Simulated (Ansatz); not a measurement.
**GaH5O2: density, localisation and related maps**

Input

```
crystal:
  periodic: [false, false, false]
  atoms:
    - { symbol: Ga, position_ang: [-0.183057, -0.325175, -0.123195] }
    - { symbol: H, position_ang: [-0.061267, -0.45516, 1.441359] }
    - { symbol: O, position_ang: [1.324994, -0.493649, -1.085704] }
    - { symbol: H, position_ang: [2.144469, -0.661861, -0.603439] }
    - { symbol: H, position_ang: [-1.46628, -0.134586, -0.983278] }
    - { symbol: O, position_ang: [-0.021262, 2.228142, 1.399033] }
    - { symbol: H, position_ang: [0.899817, 2.519793, 1.337653] }
    - { symbol: H, position_ang: [0.036386, 1.361196, 1.868971] }
basis:
  gaussian: { orbitals: def2-SVP }
hamiltonian:
  xc: b3lyp
relax:
  f_tol: 0.03
  max_steps: 50
output:
  orbitals: {}
```

Command:

```sh
ansatz run input.yaml --threads 2 --pin off --max-ram 3072MiB --backend cpu --events-out ev --progress --plain --runs-dir out
```

The fields are those of the run's last geometry, not of the input's.

Level of theory: Ansatz 0.2.0, RKS B3LYP/def2-SVP.

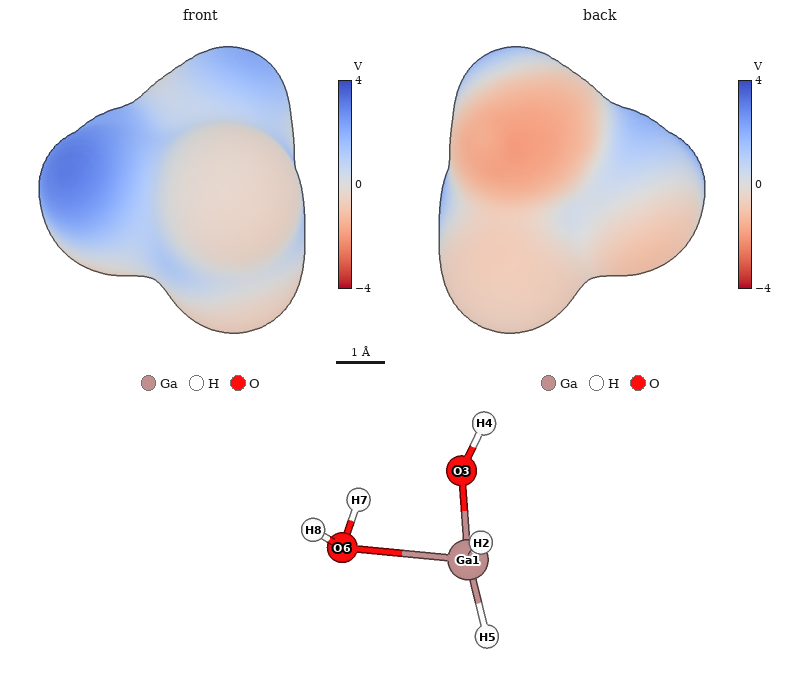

Figure 1. The molecular electrostatic potential painted on the density surface at 0.002 e/bohr³, seen from the front and from behind; red is negative and blue positive. The bare structure is drawn below in the same view.

### Describe the electrostatic potential map.

The most negative region (about −1.9 V) lies over O3, the most positive (about +3.0 V) over H8. O3 is the likeliest acceptor of a hydrogen bond.

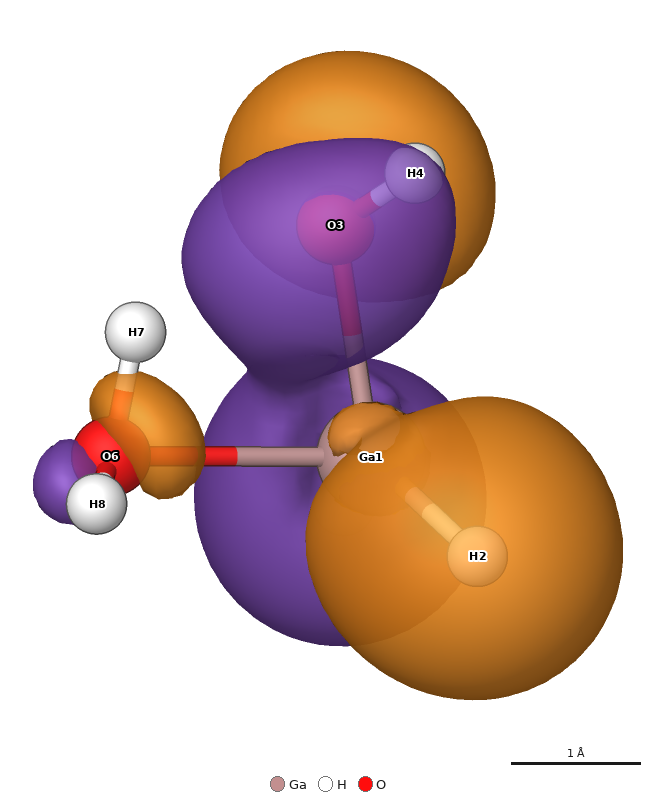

Figure 2. The HOMO at ±0.08 Å⁻³ᐟ² (orange and purple are the two phases), seen at a tilt.

### Describe this orbital and give its energy.

It lies mainly on O3 (about 50 %), Ga1 (about 20 %), H2 (about 15 %) and H5 (about 15 %). Its energy is −7.45 eV.

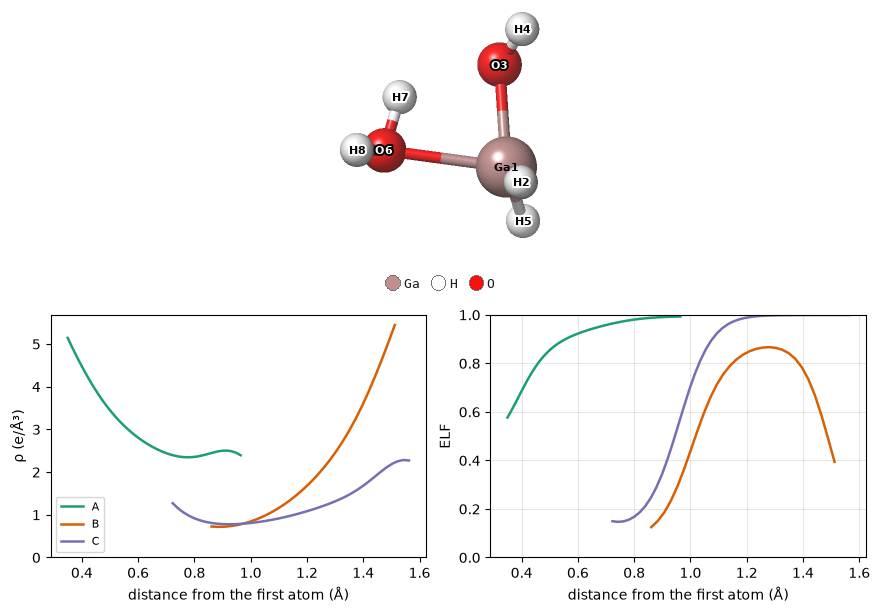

Figure 3. Electron density and ELF along straight lines between neighbouring atoms. The curves leave out the atomic cores. The structure is drawn too.

### Which curve belongs to which contact (Ga–H, Ga–O and O–H)? The first atom named is at distance zero.

Curve A: O–H (0.96 Å): the density is about 3.6 e/Å³ at the midpoint; the ELF climbs to about 1 towards the hydrogen, as it does in any bond to H; an ordinary covalent bond to hydrogen. Curve B: Ga–O (1.86 Å): the density is about 0.74 e/Å³ at the midpoint; the ELF peaks at about 0.85 in the valence shell of O, 0.6 Å from its nucleus, and is about 0.25 at the midpoint. Curve C: Ga–H (1.56 Å): the density is about 0.98 e/Å³ at the midpoint; the ELF climbs to about 1 towards the hydrogen.

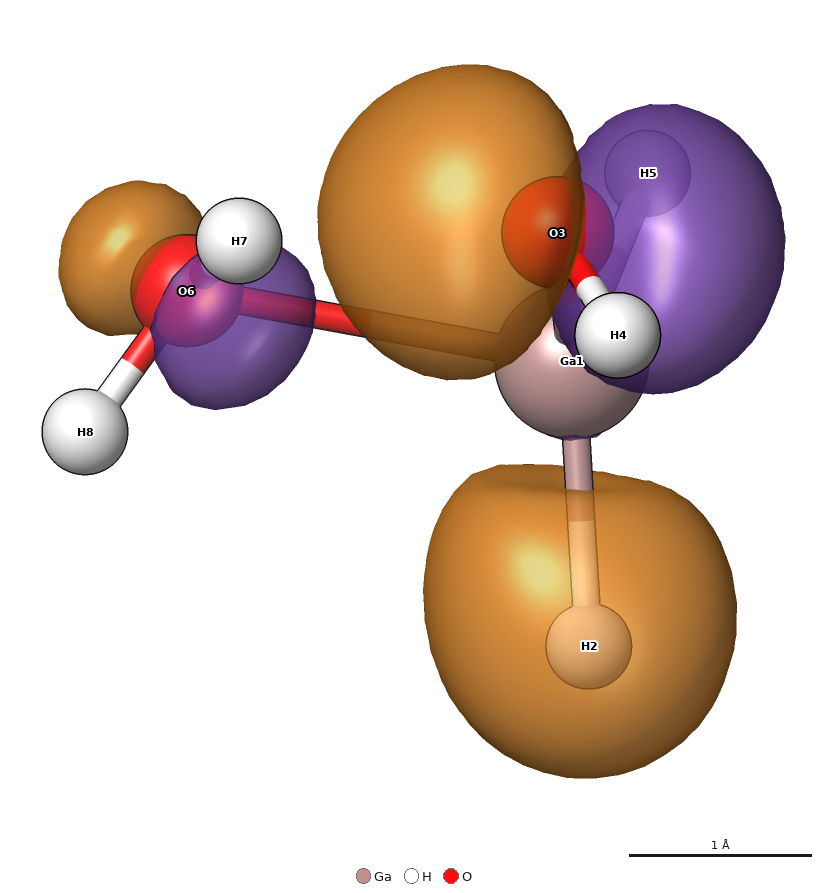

Figure 4. The HOMO−1 at ±0.15 Å⁻³ᐟ² (orange and purple are the two phases), seen from one side.

### Where does this orbital lie, and at what energy?

Its weight (Hirshfeld) is mainly on O3 (about 55 %), Ga1 (about 15 %), H2 (about 15 %) and O6 (about 5 %). Its energy is −8.10 eV.
